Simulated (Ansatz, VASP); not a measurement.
**PtSe in two plane-wave programs**

One calculation is typed for both programs; each brings its own data sets. How far apart do they land? The cell is generated by rule, not measured, and may not be a known phase. The cell is taken from a series of VASP runs on this material, whose earlier steps may have relaxed, scaled or displaced it; both programs get it as it stands. Valence electrons are named where the data sets of a main pair hold unlike numbers.

Calculated with Ansatz 0.2.0; plane waves, with VASP 6.6.1 beside it; band structure at PBEsol, spin-orbit coupling.

The structure was built from a prototype and need not be the compound's stable phase.

## Step 1: Starting point

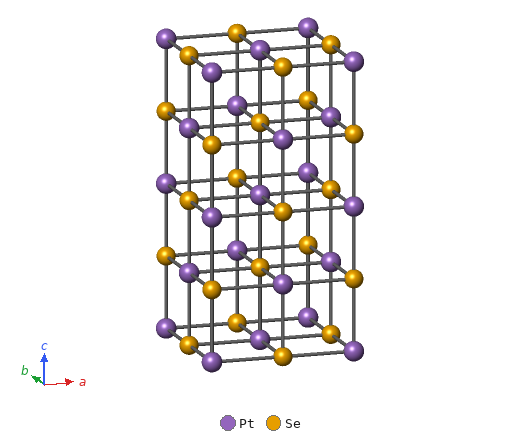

The cell as given, slightly off an axis (platinum purple, selenium orange). 1×1×2 cells are drawn. This picture shows the conventional cell, with its axes. Some periodic images of atoms are drawn too.

Coordinates:

```cif
data_structure
_symmetry_space_group_name_H-M 'Fm-3m'
_symmetry_Int_Tables_number 225
_cell_length_a 5.4600
_cell_length_b 5.4600
_cell_length_c 5.4600
_cell_angle_alpha 90.000
_cell_angle_beta 90.000
_cell_angle_gamma 90.000
_cell_volume 162.77
loop_
_atom_site_label
_atom_site_type_symbol
_atom_site_symmetry_multiplicity
_atom_site_Wyckoff_symbol
_atom_site_fract_x
_atom_site_fract_y
_atom_site_fract_z
_atom_site_occupancy
Pt1 Pt 4 a 0.00000 0.00000 0.00000 1
Se1 Se 4 b 0.50000 0.00000 0.00000 1
```

## Step 2: Ansatz: band structure, PBEsol, spin-orbit coupling

Ansatz runs on its fully relativistic PAW (standard-fr) files.

A single point gives forces, pressure and levels at one fixed geometry, so differences don't come from the geometry; what else differs is listed under the comparison.

input.yaml

```yaml
crystal:
  lattice:
    - [0.0, 2.73, 2.73]
    - [2.73, 0.0, 2.73]
    - [2.73, 2.73, 0.0]
  atoms:
    - { symbol: Pt, position: [0.0, 0.0, 0.0] }
    - { symbol: Se, position: [0.5, 0.5, 0.5] }
hamiltonian:
  xc: pbesol
  pseudopotentials: { kind: paw_fr }
magnetization:
  noncollinear: true
  spin_orbit: true
kpoints:
  mp_grid: { grid: [8, 8, 8] }
  band_path:
    path:
      - [0.0, 0.0, 0.0]
      - [0.16667, 0.0, 0.16667]
      - [0.33333, 0.0, 0.33333]
      - [0.5, 0.0, 0.5]
      - [0.5, 0.08333, 0.58333]
      - [0.5, 0.18333, 0.68333]
      - [0.5, 0.25, 0.75]
      - [0.45, 0.3, 0.75]
      - [0.40833, 0.34167, 0.75]
      - [0.35, 0.35, 0.7]
      - [0.225, 0.225, 0.45]
      - [0.075, 0.075, 0.15]
      - [0.03333, 0.03333, 0.03333]
      - [0.23333, 0.23333, 0.23333]
      - [0.4, 0.4, 0.4]
      - [0.51667, 0.46667, 0.51667]
      - [0.55833, 0.38333, 0.55833]
      - [0.60833, 0.28333, 0.60833]
      - [0.60833, 0.25, 0.64167]
      - [0.55833, 0.25, 0.69167]
      - [0.51667, 0.25, 0.73333]
      - [0.5, 0.3, 0.7]
      - [0.5, 0.38333, 0.61667]
      - [0.5, 0.48333, 0.51667]
      - [0.475, 0.475, 0.55]
      - [0.425, 0.425, 0.65]
      - [0.38333, 0.38333, 0.73333]
      - [0.59167, 0.18333, 0.59167]
      - [0.55, 0.1, 0.55]
      - [0.5, 0.0, 0.5]
    npoints: 1
scf:
  occupations: { method: gaussian, width: 0.02 }
  n_extra_bands: 14
output:
  forces: true
  stress: true
  eigenvalues: true
  write_density: true
  write_potential: true
  elf: true
  volumetric_format: npy
```

The run is started by

```sh
$ ansatz run input.yaml --threads 2 --pin off --max-ram 4608MiB --backend cpu --events-out ev --progress --plain --runs-dir out
```

Numbers of over 12 decimals in the logs are rounded to 6 here.

The log of the run:

```text
scf.n_extra_bands = 14 over 34 filled bands (N_el = 34.0): the run solves 48 bands
Engine: ansatz 0.2.0, x86_64-unknown-linux-gnu
Pseudopotentials: kind: paw_fr
Pseudopotential: Pt, paw_fr, valence charge 18, recommended cutoff 420 eV (normal), Pt.paw.azcp#standard-fr
Pseudopotential: Se, paw_fr, valence charge 16, recommended cutoff 420 eV (normal), Se.paw.azcp#standard-fr
Functional definition: PBEsol
  exchange = pbesol_x
  correlation = pbesol_c
non-collinear run that drives no moment, with spin-orbit: no starting moment large enough to seed its density (crystal.atoms[].spin), no starting occupations that ask for one, no magnetisation constraint and no magnetic field, so the semilocal B_xc is pinned to zero
Crystal: 2 atoms, lattice volume = 40.693 Å³
Basis set: ecut = 420 eV, 821 PW (Γ), exchange–correlation on 54×54×54 points (8 copies of the dense FFT grid, shifted against one another)
Bands: 48, of which v1, the nominal top of the filled ones, is band 34 counted from 1 (33 counted from 0)
Symmetry: 48 space group operations + 48 with time reversal
Magnetic group: BNS 225.117 (UNI 1619), of the structure as read, at distance tolerance 3.4e-5 Å
k-points: 29 of 512
Projection manifold: j_resolved (fully-relativistic pseudo-atomic orbitals)
Non-local potential: Pt, projectors of the file, l = 0: 3, l = 1: 4, l = 2: 4, l = 3: 2
Non-local potential: Se, projectors of the file, l = 0: 2, l = 1: 4, l = 2: 6, l = 3: 2
PAW form: soft (Blöchl's): semilocal exchange-correlation on the pseudo side does not see the compensation charge
PAW frozen core: Pt, regenerated for the run's functional, and the local potential with it (the file was generated under x = pbe(κ = 0.804, μ = 0.219515), c = pbe(β = 0.066725))
PAW frozen core: Se, regenerated for the run's functional, and the local potential with it (the file was generated under x = pbe(κ = 0.804, μ = 0.219515), c = pbe(β = 0.066725))
PAW one-centre angular grid: Pt, 590 points (default); XC on 64 Gauss nodes
PAW one-centre angular grid: Se, 590 points (default); XC on 96 Gauss nodes
Initial density: superposition of atomic densities (chi_scale 0.1, normalization cell, long waves kept (reshape's long-wave potential 0.00 eV rms))
Initial wavefunctions: pseudopotential atomic-orbital guess
Functional: x = pbesol(κ = 0.804, μ = 0.123457), c = pbesol(β = 0.046)
SCF iter   1: F=—  HF=-17842.017158 eV  |F-HF|=—  |Δ(HF+E_count)|=         —  Δρ=4.11e-2  dr2=3.79e-1  dr2_m=0.00e0 (ungated)  ethr=3.10e-3  |M|=0.00e0 ∫|m|=0.00e0 μB  |m|>n=0.0e0 m-floor=0.0e0 τ_xc=0.0e0  β_m=0.30  ⟨swp⟩=6.3  Hψ=2993  notcnv=0  defer=62
preconditioner: auto → none  [insulator: Δε(μ)=0.025 eV  Ē_g=11.966 eV  σ=0.020 eV  W_gap=0.61  n_scr=14 (ndim 8)  ℏωp=23.3 eV  f_vac=0.000  D(μ)=2.87/eV (n_scr^D=26)  ε∞_Penn≈4.8]
SCF iter   2: F=—  HF=-17841.914261 eV  |F-HF|=—  |Δ(HF+E_count)|=   1.03e-1  Δρ=2.71e-2  dr2=1.22e-1  dr2_m=0.00e0 (ungated)  ethr=1.11e-3  |M|=0.00e0 ∫|m|=0.00e0 μB  |m|>n=0.0e0 m-floor=0.0e0 τ_xc=0.0e0  β_m=0.47  ⟨swp⟩=2.0  Hψ=886  notcnv=0  defer=244
SCF iter   3: F=—  HF=-17841.884323 eV  |F-HF|=—  |Δ(HF+E_count)|=   2.99e-2  Δρ=9.28e-3  dr2=3.26e-2  dr2_m=0.00e0 (ungated)  ethr=3.57e-4  |M|=0.00e0 ∫|m|=0.00e0 μB  |m|>n=0.0e0 m-floor=0.0e0 τ_xc=0.0e0  β_m=0.41  ⟨swp⟩=2.2  Hψ=886  notcnv=0  defer=246
SCF iter   4: F=—  HF=-17841.877604 eV  |F-HF|=—  |Δ(HF+E_count)|=   6.72e-3  Δρ=4.77e-3  dr2=2.49e-3  dr2_m=0.00e0 (ungated)  ethr=9.59e-5  |M|=0.00e0 ∫|m|=0.00e0 μB  |m|>n=0.0e0 m-floor=0.0e0 τ_xc=0.0e0  β_m=0.50  ⟨swp⟩=2.0  Hψ=839  notcnv=0  defer=246
SCF iter   5: F=—  HF=-17841.877268 eV  |F-HF|=—  |Δ(HF+E_count)|=   3.36e-4  Δρ=9.37e-4  dr2=1.36e-4  dr2_m=0.00e0 (ungated)  ethr=7.33e-6  |M|=0.00e0 ∫|m|=0.00e0 μB  |m|>n=0.0e0 m-floor=0.0e0 τ_xc=0.0e0  β_m=0.58  ⟨swp⟩=2.8  Hψ=1181  notcnv=0  defer=248
SCF iter   6: F=—  HF=-17841.877269 eV  |F-HF|=—  |Δ(HF+E_count)|=   9.66e-7  Δρ=9.70e-5  dr2=3.56e-6  dr2_m=0.00e0 (ungated)  ethr=4.01e-7  |M|=0.00e0 ∫|m|=0.00e0 μB  |m|>n=0.0e0 m-floor=0.0e0 τ_xc=0.0e0  β_m=0.73  ⟨swp⟩=2.3  Hψ=787  notcnv=0  defer=248
SCF iter   7: F=—  HF=-17841.877270 eV  |F-HF|=—  |Δ(HF+E_count)|=   6.32e-7  Δρ=1.09e-5  dr2=4.07e-8  dr2_m=0.00e0 (ungated)  ethr=2.94e-10  |M|=0.00e0 ∫|m|=0.00e0 μB  |m|>n=0.0e0 m-floor=0.0e0 τ_xc=0.0e0  β_m=0.66  ⟨swp⟩=11.7  Hψ=5045  notcnv=0
SCF iter   8: F=-17841.877270 eV  HF=-17841.877270 eV  |F-HF|=2.29e-10  |Δ(HF+E_count)|=   1.73e-8  Δρ=1.89e-6  dr2=5.64e-10  dr2_m=0.00e0 (ungated)  ethr=1.20e-10  |M|=0.00e0 ∫|m|=0.00e0 μB  |m|>n=0.0e0 m-floor=0.0e0 τ_xc=0.0e0  ⟨swp⟩=5.2  Hψ=3514  notcnv=0
SCF 1 converged in 8 iterations: F = -17841.877270 eV  dr2 = 5.64e-10
  greatest PAW one-centre occupation: 1.000 electrons in one spin orbital (limit 2), on the Pt atom at site 0 (counted from 0), in its partial waves of l = 0
NSCF: frozen V_eff on 30 k-points
SCF converged after 8 iterations
Magnetization: |M| = 0.0000 μB,  M = (+0.0000, +0.0000, +0.0000) μB
Absolute magnetization: 0.0000 μB (∫|m|)
  site 0: m = (+0.0000, +0.0000, +0.0000) μB, |m| = 0.0000 μB  (R = 1.13 Å)
  site 1: m = (+0.0000, +0.0000, +0.0000) μB, |m| = 0.0000 μB  (R = 1.13 Å)
Free energy (F): -17841.877270 eV
Harris-Foulkes:  -17841.877270 eV  (|F-HF|=2.29e-10)
Internal energy: -17841.876841 eV  (E = F + TS)
E sigma→0 (E₀):  -17841.877055 eV
Entropy (-TS):   -0.000428 eV (-0.214 meV/atom)
Fermi energy:    13.406644 eV
--- Per-component energies (eV) ---
  E_band       = -612.532517
  E_kinetic    = 751.862811
  E_local      = -4082.911260  (includes V_loc(G=0)·N_el)
  E_nonlocal   = -396.864056
  E_hartree    = 1792.633876
  E_xc         = -360.670079
  E_vxc        = -396.660257  (∫ρ·V_xc dr)
  E_paw        = -11212.957102  (= ΣΔE_a)
  E_vpaw       = -73.227300  (= ΣTr[D̂ρ^β])
  E_aug_tail   = -0.000450  (compensation charges beyond the density's cutoff)
  E_ewald      = -4334.275019
  E_core_change = 1.304438  (= ΣΔE_core)
  E_smearing   = -0.000428  (= −TS)
  E_closure    = 0.000000  (closes the sum)
  Σ components = -17841.877270   (vs F -17841.877270, Δ=0.00e0)
--- Forces (eV/Å), atoms counted from 1 ---
  atom   1  Pt     0.00000000     0.00000000     0.00000000
  atom   2  Se     0.00000000    -0.00000000     0.00000000
  max |Σ_I F_I| component: 1.20e-28 eV/Å
--- Stress (GPa, compression-positive) ---
      -14.844144      -0.000000       0.000000
        0.000000     -14.844144       0.000000
        0.000000      -0.000000     -14.844144
  P = ⅓ Tr σ = -14.8441 GPa (-148.441 kbar)
--- Band table (eV; the first three rows and the last of 29) ---
  k-point 0: bands = [... 30 lower, 11.6723, 11.6723, 12.2890, 12.2890, 12.2890, 12.2890, 14.0780, 14.0780, ... 10 higher]
  k-point 1: bands = [... 30 lower, 11.6235, 11.6235, 12.8286, 12.8286, 13.0005, 13.0005, 15.4574, 15.4574, ... 10 higher]
  k-point 2: bands = [... 30 lower, 11.7496, 11.7496, 14.1435, 14.1435, 14.2091, 14.2091, 17.0718, 17.0718, ... 10 higher]
  k-point 28: bands = [... 30 lower, 12.1560, 12.1560, 12.1997, 12.1997, 12.4358, 12.4358, 17.8023, 17.8023, ... 10 higher]
```

The job ended after 8.2 s (2 threads of Intel Xeon at 2.60GHz (Ice Lake), shared host; peak memory 0.57 GiB).

## Step 3: VASP: band structure, PBEsol, spin-orbit coupling

The same cell, functional, mesh and smearing now go to VASP, with its own data sets.

Lines of VASP's logs that name or quote its potential files are left out, and so is its time.

INCAR

```
SYSTEM = PtSe
PREC = Accurate
ENCUT = 400
EDIFF = 1E-06
NELM = 100
ISMEAR = 0
SIGMA = 0.02
LREAL = .FALSE.
ALGO = Normal
GGA = PS
LNONCOLLINEAR = .TRUE.
MAGMOM = 0 0 0 0 0 0
NBANDS = 28
GGA_COMPAT = .FALSE.
LASPH = .TRUE.
LSORBIT = .TRUE.
LMAXMIX = 4
LORBIT = 11
LWAVE = .FALSE.
LCHARG = .FALSE.
KPAR = 4
ISIF = 2
```

POSCAR

```
PtSe
1.0
    0.0000000000      2.7300000000      2.7300000000
    2.7300000000      0.0000000000      2.7300000000
    2.7300000000      2.7300000000      0.0000000000
Pt Se
1 1
Direct
    0.0000000000      0.0000000000      0.0000000000
    0.5000000000      0.5000000000      0.5000000000
```

KPOINTS

```
Automatic mesh
0
Gamma
8 8 8
0 0 0
```

KPOINTS_OPT

```
Line mode
16
Line-mode
Reciprocal
  0.00000000   0.00000000   0.00000000 GAMMA
  0.50000000   0.00000000   0.50000000 X

  0.50000000   0.00000000   0.50000000 X
  0.50000000   0.25000000   0.75000000 W

  0.50000000   0.25000000   0.75000000 W
  0.37500000   0.37500000   0.75000000 K

  0.37500000   0.37500000   0.75000000 K
  0.00000000   0.00000000   0.00000000 GAMMA

  0.00000000   0.00000000   0.00000000 GAMMA
  0.50000000   0.50000000   0.50000000 L

  0.50000000   0.50000000   0.50000000 L
  0.62500000   0.25000000   0.62500000 U

  0.62500000   0.25000000   0.62500000 U
  0.50000000   0.25000000   0.75000000 W

  0.50000000   0.25000000   0.75000000 W
  0.50000000   0.50000000   0.50000000 L

  0.50000000   0.50000000   0.50000000 L
  0.37500000   0.37500000   0.75000000 K

  0.62500000   0.25000000   0.62500000 U
  0.50000000   0.00000000   0.50000000 X
```

PAW data sets: Pt and Se (PBE family, release 64).

The run is started by

```sh
$ mpirun -np 4 vasp_ncl
```

The log of the run:

```text
[banner, memory and clock lines left out]
running    4 mpi-ranks, on    1 nodes
 distrk:  each k-point on    1 cores,    4 groups
 distr:  one band on    1 cores,    1 groups

 POSCAR found type information on POSCAR PtSe
 POSCAR found :  2 types and       2 ions
|                                                                             |
|               ----> ADVICE to this user running VASP <----                  |
|                                                                             |
|     You enforced a specific xc type in the INCAR file but a different       |
|     [... a line on the potential file left out ...]
|     I HOPE YOU KNOW WHAT YOU ARE DOING!                                     |
|                                                                             |

 LDA part: xc-table for (Slater+PW92), standard interpolation
 POSCAR, INCAR and KPOINTS ok, starting setup
 FFT: planning ... GRIDC
 FFT: planning ... GRID_SOFT
 FFT: planning ... GRID
 WAVECAR not read
 entering main loop
       N       E                     dE             d eps       ncg     rms          rms(c)
DAV:   1     0.664638659279E+02    0.66464E+02   -0.61105E+03  1648   0.824E+02
DAV:   2    -0.816524969020E+01   -0.74629E+02   -0.68981E+02  1944   0.190E+02
DAV:   3    -0.112237033477E+02   -0.30585E+01   -0.30060E+01  1872   0.366E+01
DAV:   4    -0.112455377940E+02   -0.21834E-01   -0.21825E-01  1876   0.346E+00
DAV:   5    -0.112458178437E+02   -0.28005E-03   -0.28005E-03  1796   0.386E-01    0.879E+00
DAV:   6    -0.110168632370E+02    0.22895E+00   -0.74369E-01  1752   0.884E+00    0.524E+00
DAV:   7    -0.109889056034E+02    0.27958E-01   -0.43693E-02  1696   0.246E+00    0.300E+00
DAV:   8    -0.109826430838E+02    0.62625E-02   -0.19452E-02  1764   0.987E-01    0.803E-01
DAV:   9    -0.109823818617E+02    0.26122E-03   -0.39811E-04  1748   0.184E-01    0.207E-01
DAV:  10    -0.109822211962E+02    0.16067E-03   -0.58648E-04  1684   0.157E-01    0.340E-02
DAV:  11    -0.109822070939E+02    0.14102E-04   -0.49479E-05  1704   0.709E-02    0.120E-02
DAV:  12    -0.109822080035E+02   -0.90957E-06   -0.36677E-06  1788   0.117E-02
   1 F= -.10982208E+02 E0= -.10982006E+02  d E =-.404190E-03  mag=    -0.0000    -0.0000     0.0000
 Start KPOINTS_OPT (optional k-point list driver)
k-point batch [1-29\160]
       N       E                     dE             ncg
DAV:   1     0.304475093500E+04   -0.75997E+04     1640
DAV:   2     0.943236956693E+03   -0.21015E+04     1912
DAV:   3     0.866199125554E+03   -0.77038E+02     2028
DAV:   4     0.865628379729E+03   -0.57075E+00     1876
DAV:   5     0.865619526962E+03   -0.88528E-02     1840
DAV:   6     0.865619313882E+03   -0.21308E-03     1884
DAV:   7     0.865619307858E+03   -0.60246E-05     1736
DAV:   8     0.865619307645E+03   -0.21295E-06     1276
[...]
k-point batch [146-160\160]
       N       E                     dE             ncg
DAV:   1     0.820111723640E+04   -0.59783E+04      848
DAV:   2     0.714938494795E+04   -0.10517E+04      956
DAV:   3     0.711106095588E+04   -0.38324E+02     1108
DAV:   4     0.711078254301E+04   -0.27841E+00      968
DAV:   5     0.711077827752E+04   -0.42655E-02      980
DAV:   6     0.711077817647E+04   -0.10105E-03      984
DAV:   7     0.711077817380E+04   -0.26721E-05      884
DAV:   8     0.711077817369E+04   -0.11198E-06      748
```

(Part 1 of 2 ends here.)

[Lines on the potential files, build, host, timing and source positions are cut from VASP's logs without a mark.]

[Logs are printed without paths, hosts, clocks, repeated set-up lines and the standing remarks that a program may print on its own settings, such as how far it seeks lower states.]

[Hosts, paths, dates, database ids (printed as entryN), source tags and the programs' standing remarks are cut or masked in the printed files.]
